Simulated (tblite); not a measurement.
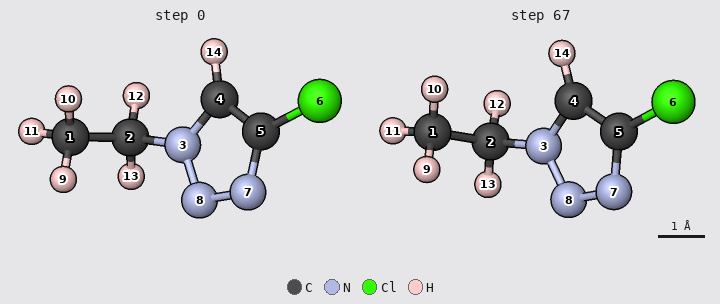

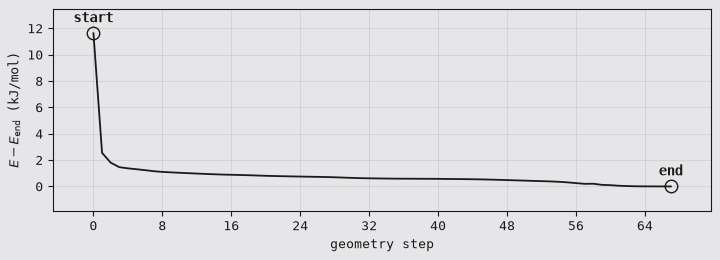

First and last geometry of a relaxation of C₄H₆ClN₃, with the history of the run. A ball-and-stick model, seen at a tilt.

Method: GFN2-xTB geometry optimisation, gas phase (tblite). 

What do the curves and the structures tell?

Answer. It converged. The atom that moves furthest after the best rigid fit is H14 (0.37 Å). Largest moves by element: H 0.37 Å, N 0.31 Å, Cl 0.20 Å, C 0.16 Å. Near-neighbour distances that change, for instance: N7–N8 1.322 → 1.279 Å, C2–N3 1.462 → 1.438 Å, C1–H11 1.105 → 1.086 Å, N3–N8 1.339 → 1.323 Å. Among the angles between lasting bonds that change: N3–N8–N7 107.0° → 109.5°, C4–N3–N8 112.3° → 110.0°, C4–C5–Cl6 126.1° → 128.3°. Groups turn about C2–N3 by about 20°. The energy falls by 11.6 kJ/mol in 67 geometry steps. Cost: 0.42 s on 1 thread of Arm Neoverse V1, on a shared host.
